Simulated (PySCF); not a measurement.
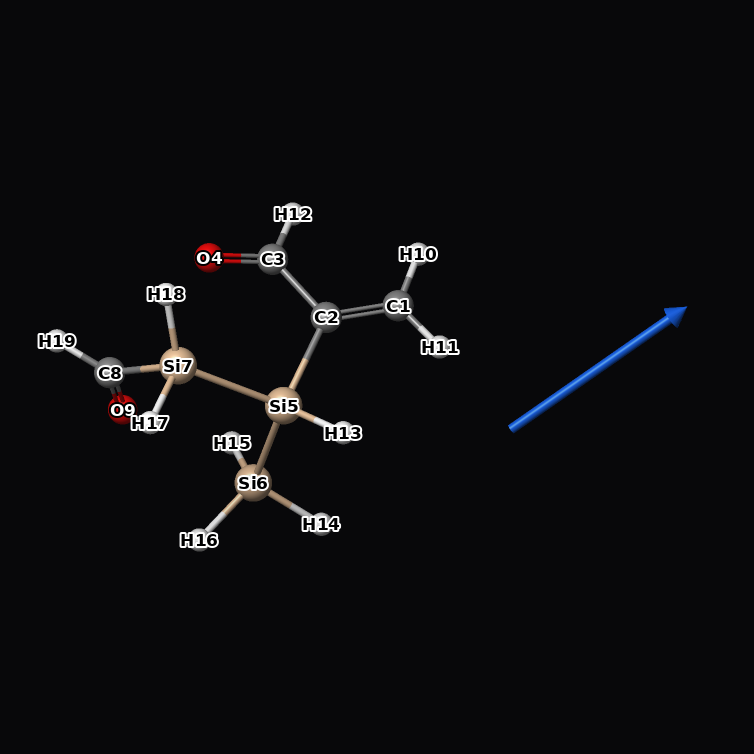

The arrow beside the molecule shows the direction of the dipole moment, from the negative to the positive end (its length means nothing). The computed structure is the end point of a GFN2-xTB optimisation. No frequency run is at hand to confirm it as a minimum. Properties computed with PBE0/pcSseg-1, gas phase (PySCF 2.14.0).

How large is the dipole moment?

3.26 D; it points from the side of H16 to the side of H10 (the outermost atoms at the two ends).

The geometry is semi-empirical. Around Si such bond lengths and angles can be off by a tenth of an ångström or more and by several degrees, and values that hang on the shape move with them.
